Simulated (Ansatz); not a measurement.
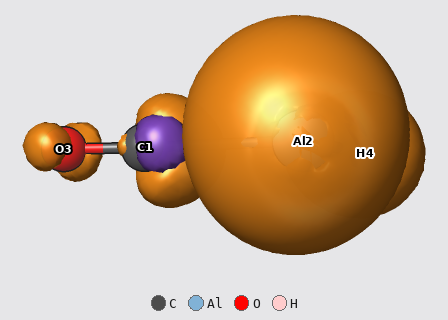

The picture shows: CHAlO (SMILES O=[C][AlH+]) (charge +1, doublet). Isosurfaces of the spin density (α minus β) at +0.015 (orange) and −0.015 e/Å³ (purple), seen from one side.

Geometry: B3LYP-D4/def2-TZVP.

All numbers below come from Ansatz, isolated molecule in a Gaussian basis; Kohn-Sham density functional theory, functional PBE0.

**Describe the spin distribution.**

The unpaired spin (1 electron) lies mostly on Al2 (about 0.8), H4 (about 0.1) and C1 (about 0.1), in electrons by Hirshfeld's partition.
